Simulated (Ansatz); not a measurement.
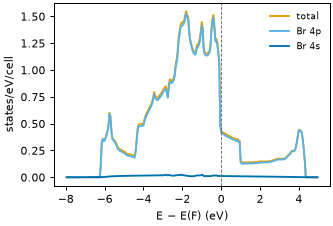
Total and projected density of states of Br in space group Immm (No. 71; Br on 2a), r²SCAN+D4 in the plane-wave PAW code Ansatz

**Question.** Which orbitals carry the states next to the Fermi level?

**Answer.** Within 0.5 eV of the Fermi level: Br 4p 98 %. Projections are on Löwdin-orthogonalised atomic valence shells; empty p or d shells of many metals are not among them.

**Question.** Where is the tallest occupied peak in this window, and what makes it?

**Answer.** Near -1.8 eV, about 1.5 states/eV per cell; the largest projected share is Br 4p.

The first step of the workflow began from a Materials Project structure, measured or hypothetical; the Crystallography Open Database copy checked does not list it. It is not the usual solid phase (space group No. 64). Symmetry was held in the r²SCAN+D4 relaxation; whether a distortion lowers the energy is not shown. The substance is a gas or liquid at ambient conditions. With an odd number of electrons in the cell and no spin polarisation, the count alone makes it a metal. Spin–orbit coupling is left out wherever it is not named.

Potentials: the later of the program's two PAW sets.
